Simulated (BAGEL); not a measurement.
# SiHSClF2 (SMILES F[Si](F)(S)Cl) at HF/3-21G (density fitting with qzvpp-jkfit)

Aim: the energy change on altering one bond length of SiHSClF2 at HF/3-21G (density fitting with qzvpp-jkfit), from 2 runs. 

The calculation is run with BAGEL 1.2.2.

5 further runs of the same task are left out: 1 that didn't finish, 4 set aside as unsound or not needed. Runs told in other sessions of the task aren't counted.

## (1) The system as given

SiHSClF2 has 6 atoms, charge 0, and is taken as a singlet. As SMILES, `F[Si](F)(S)Cl`. The shape is that of a PBE0-D4/def2-TZVP optimisation. This is one conformer, not always the lowest.

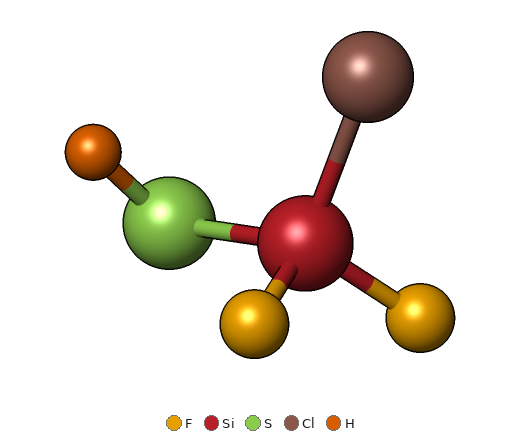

The structure, seen from a chosen angle (fluorine amber, silicon red, sulfur green, chlorine brown, hydrogen orange).

## (2) A single-point energy at HF/3-21G (density fitting with qzvpp-jkfit)

Contents of input.json:

```json
{ "bagel" : [

{
  "title" : "molecule",
  "basis" : "3-21g",
  "df_basis" : "qzvpp-jkfit",
  "angstrom" : true,
  "geometry" : [
    { "atom" : "F", "xyz" : [    0.963400,   -0.052900,    1.442800 ] },
    { "atom" : "Si", "xyz" : [    0.337800,   -0.341700,    0.024100 ] },
    { "atom" : "F", "xyz" : [    0.460600,   -1.889100,   -0.244500 ] },
    { "atom" : "S", "xyz" : [   -1.704700,    0.119100,   -0.051300 ] },
    { "atom" : "Cl", "xyz" : [    1.458000,    0.665600,   -1.322100 ] },
    { "atom" : "H", "xyz" : [   -1.473100,    1.435000,    0.104800 ] }
  ]
},
{
  "title" : "hf"
},
{
  "title" : "print",
  "file" : "orbitals.molden",
  "orbitals" : true
}

]}
```

Launch:

```
$ BAGEL_NUM_THREADS=1 BAGEL input.json > input.out
```

Log:

```text
* using 1 threads per process

  ===============================================================
  ===============================================================

  *** Geometry ***

  { "atom" : "F", "xyz" : [      1.820562,     -0.099967,      2.726497 ] },
  { "atom" : "Si", "xyz" : [      0.638349,     -0.645719,      0.045542 ] },
  { "atom" : "F", "xyz" : [      0.870408,     -3.569882,     -0.462038 ] },
  { "atom" : "S", "xyz" : [     -3.221416,      0.225066,     -0.096943 ] },
  { "atom" : "Cl", "xyz" : [      2.755221,      1.257802,     -2.498407 ] },
  { "atom" : "H", "xyz" : [     -2.783756,      2.711757,      0.198043 ] },

  Number of auxiliary basis functions:      556

  Since a DF basis is specified, we compute 2- and 3-index integrals:
    o Being stored without compression. Storage requirement is 0.015 GB

  Number of basis functions:       59
  Number of electrons      :       66

    * METHOD: MOLECULE                             0.17

  *** RHF ***

  === Nuclear Repulsion ===
   382.7336711330

      * DIIS with orbital gradients will be used.

  === RHF iteration (3-21g) ===
      0      -1338.64133877          0.02233731           0.06
      1      -1338.77837610          0.01262191           0.05
      2      -1338.81787099          0.00077736           0.05
      3      -1338.81834294          0.00023098           0.05
      4      -1338.81839283          0.00005825           0.05
      5      -1338.81839656          0.00001234           0.05
      6      -1338.81839672          0.00000306           0.05
      7      -1338.81839673          0.00000126           0.05
      8      -1338.81839673          0.00000033           0.05
      9      -1338.81839673          0.00000013           0.05
     10      -1338.81839673          0.00000004           0.05
     11      -1338.81839673          0.00000001           0.05
     12      -1338.81839673          0.00000000           0.05
    * SCF iteration converged.

    * Permanent dipole moment:
           (    0.307405,    -0.605257,    -0.111253) a.u.

    * METHOD: HF                                   0.80

    * METHOD: PRINT                                0.00

  ===============================================================
```

It took 1.1 s on 1 thread of Intel Xeon 6975P-C (Granite Rapids), shared host; peak memory 0.11 GiB.

## (3) The distorted shape, same level

Contents of job.json:

```json
{ "bagel": [

{
  "title": "molecule",
  "basis": "3-21g",
  "df_basis": "qzvpp-jkfit",
  "angstrom": true,
  "geometry": [
    { "atom": "F", "xyz": [       0.816042,       1.803949,       1.765115 ] },
    { "atom": "Si", "xyz": [       0.190442,       1.515149,       0.346415 ] },
    { "atom": "F", "xyz": [       0.460600,      -1.889100,      -0.244500 ] },
    { "atom": "S", "xyz": [      -1.852058,       1.975949,       0.271015 ] },
    { "atom": "Cl", "xyz": [       1.310642,       2.522449,      -0.999785 ] },
    { "atom": "H", "xyz": [      -1.620458,       3.291849,       0.427115 ] }
  ]
},

{ "title": "hf" },

{ "title": "print", "file": "orbitals.molden", "orbitals": true }

]}
```

Launch:

```
$ BAGEL_NUM_THREADS=1 BAGEL job.json > job.out
```

Log:

```text
* using 1 threads per process

  ===============================================================
  ===============================================================

  *** Geometry ***

  { "atom" : "F", "xyz" : [      1.542096,      3.408970,      3.335584 ] },
  { "atom" : "Si", "xyz" : [      0.359883,      2.863217,      0.654629 ] },
  { "atom" : "F", "xyz" : [      0.870408,     -3.569882,     -0.462038 ] },
  { "atom" : "S", "xyz" : [     -3.499882,      3.734002,      0.512144 ] },
  { "atom" : "Cl", "xyz" : [      2.476754,      4.766738,     -1.889320 ] },
  { "atom" : "H", "xyz" : [     -3.062222,      6.220693,      0.807130 ] },

  Number of auxiliary basis functions:      556

  Since a DF basis is specified, we compute 2- and 3-index integrals:
    o Being stored without compression. Storage requirement is 0.015 GB

  Number of basis functions:       59
  Number of electrons      :       66

    * METHOD: MOLECULE                             0.17

  *** RHF ***

  === Nuclear Repulsion ===
   333.9253594975

      * DIIS with orbital gradients will be used.

  === RHF iteration (3-21g) ===
      0      -1338.16255433          0.02642358           0.06
      1      -1337.29001993          0.04303043           0.05
      2      -1338.37717673          0.01262992           0.05
      3      -1338.42981393          0.00630598           0.05
      4      -1338.47778473          0.00261232           0.05
      5      -1338.49347418          0.00195592           0.05
      6      -1338.49519745          0.00083797           0.05
      7      -1338.49637797          0.00030418           0.05
      8      -1338.49646216          0.00019658           0.05
      9      -1338.49653523          0.00014501           0.05
     10      -1338.49659778          0.00012281           0.05
     11      -1338.49668702          0.00007996           0.05
     12      -1338.49673903          0.00006279           0.05
     13      -1338.49673937          0.00005661           0.05
     14      -1338.49674121          0.00003132           0.05
     15      -1338.49674229          0.00000518           0.05
     16      -1338.49674233          0.00000152           0.05
     17      -1338.49674233          0.00000065           0.05
     18      -1338.49674233          0.00000037           0.05
     19      -1338.49674233          0.00000028           0.05
     20      -1338.49674233          0.00000018           0.05
     21      -1338.49674233          0.00000011           0.05
     22      -1338.49674233          0.00000009           0.05
     23      -1338.49674233          0.00000002           0.05
     24      -1338.49674233          0.00000001           0.05
    * SCF iteration converged.

    * Permanent dipole moment:
           (    0.578743,    -2.667036,    -0.352737) a.u.

    * METHOD: HF                                   1.44

    * METHOD: PRINT                                0.00

  ===============================================================
```

It took 1.8 s on 1 thread of Intel Xeon 6975P-C (Granite Rapids), shared host; peak memory 0.11 GiB.

## (4) What came out

Level: HF/3-21G (density fitting with qzvpp-jkfit).

| quantity | value |
| --- | --- |
| first shape: total energy | -1338.81840 Eh |
| first shape: dipole moment | 1.75 D |
| first shape: HOMO energy | -12.04 eV |
| first shape: LUMO energy | 3.19 eV |
| first shape: HOMO–LUMO gap | 15.22 eV |
| distorted shape: total energy | -1338.49674 Eh |
| distorted shape: dipole moment | 6.99 D |
| distorted shape: HOMO energy | -9.30 eV |
| distorted shape: LUMO energy | -2.91 eV |
| distorted shape: HOMO–LUMO gap | 6.39 eV |
| energy change with the Si2–F3 bond stretched from 1.575 to 3.466 Å | 8.753 eV |

**Reading.** One bond (distorted shape) is far stretched, which a spin-restricted single reference describes badly; a broken-symmetry solution may lie lower. With the Si2–F3 bond stretched from 1.575 to 3.466 Å the energy rises by 8.75 eV (202 kcal/mol). The first shape isn't relaxed at this level, so the change isn't measured from a minimum. A restricted reference can't describe the breaking bond well at this length.
